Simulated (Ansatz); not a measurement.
**FH₇O₂W: density, localisation and related maps**

Input

```
crystal:
  periodic: [false, false, false]
  atoms:
    - { symbol: W, position_ang: [-0.053178, 0.319009, 0.083584] }
    - { symbol: F, position_ang: [-0.00879, -0.17426, 1.897823] }
    - { symbol: H, position_ang: [1.263563, -0.277772, -0.796716] }
    - { symbol: O, position_ang: [-0.609583, 1.930404, -0.693766] }
    - { symbol: H, position_ang: [-1.143304, 2.172279, -1.460915] }
    - { symbol: H, position_ang: [-1.559817, -0.343001, -0.116127] }
    - { symbol: H, position_ang: [-0.167758, -1.341967, -0.107612] }
    - { symbol: H, position_ang: [-0.472383, -0.238546, -1.435972] }
    - { symbol: O, position_ang: [2.087272, 1.666424, 1.909736] }
    - { symbol: H, position_ang: [2.961349, 1.272401, 1.781642] }
    - { symbol: H, position_ang: [1.620229, 1.039829, 2.511022] }
basis:
  gaussian: { orbitals: def2-SVP }
hamiltonian:
  xc: cam_b3lyp
relax:
  f_tol: 0.03
  max_steps: 50
output:
  orbitals: {}
```

Run with:

```sh
ansatz run input.yaml --threads 4 --pin off --max-ram 5120MiB --backend cpu --events-out ev --progress --plain --runs-dir out
```

The fields are those of the run's last geometry, not of the input's.

Core potentials replace the inner electrons of W.

The calculation used RKS CAM-B3LYP/def2-SVP (Ansatz).

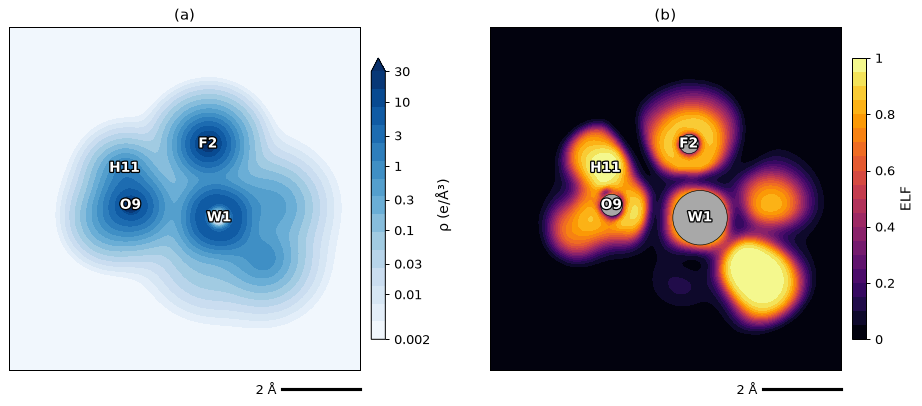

Figure 1. (a) electron density; (b) ELF on the plane of atoms F2, W1 and O9. Grey discs cover the atomic cores in the ELF map.

Question: What do the fields say about this system?

Answer:
- Atoms in the plane: W, F, O and H.
- W–F (1.92 Å): ρ is about 0.91 e/Å³ halfway; the ELF peaks at about 0.85 in the valence shell of F, 0.5 Å from its nucleus, and drops to about 0.20 between the two atoms.
- O–H (0.97 Å): the density is about 3.7 e/Å³ at the midpoint; the ELF climbs to about 1 towards the hydrogen, as it does in any bond to H (an ordinary covalent bond to hydrogen).

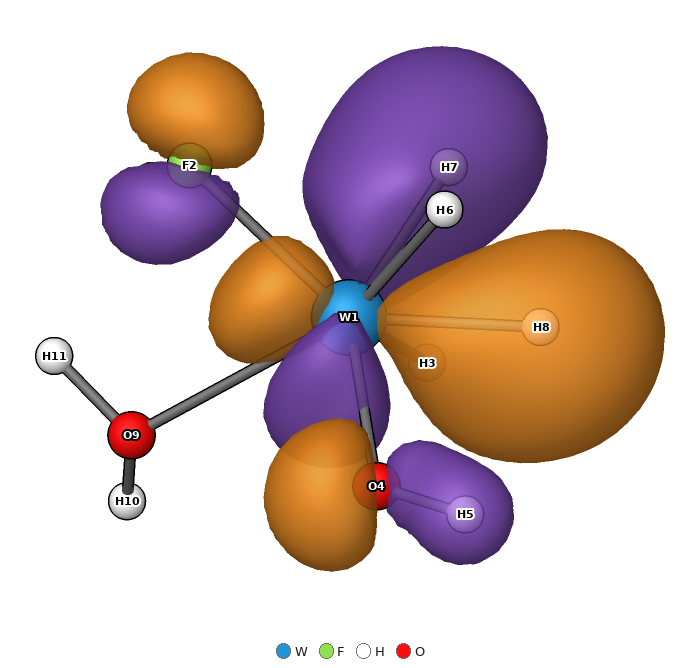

Figure 2. The HOMO at ±0.1 Å⁻³ᐟ² (orange and purple are the two phases), seen at a tilt.

Question: Where does this orbital lie, and at what energy?

Answer: Its weight (Hirshfeld) is mainly on W1 (about 40 %), H8 (about 20 %), H7 (about 15 %), F2 (about 10 %) and O4 (about 5 %). Its energy is −8.61 eV.

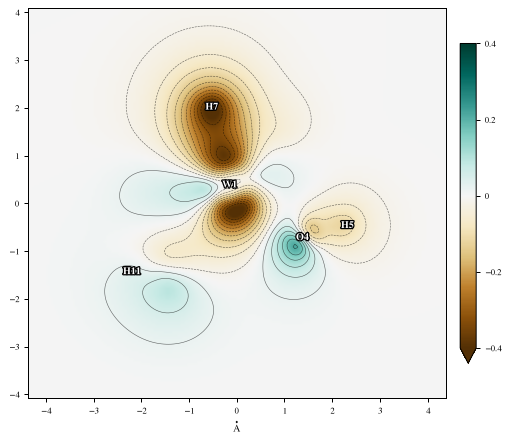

Figure 3. The HOMO−1 on the plane of atoms O4, W1 and H7 (values in Å⁻³ᐟ²; the overall sign is arbitrary).

Question: What is the character of this orbital?

Answer: It lies mainly on W1 (about 50 %), H6 (about 25 %) and H7 (about 10 %). Its energy is −9.28 eV.
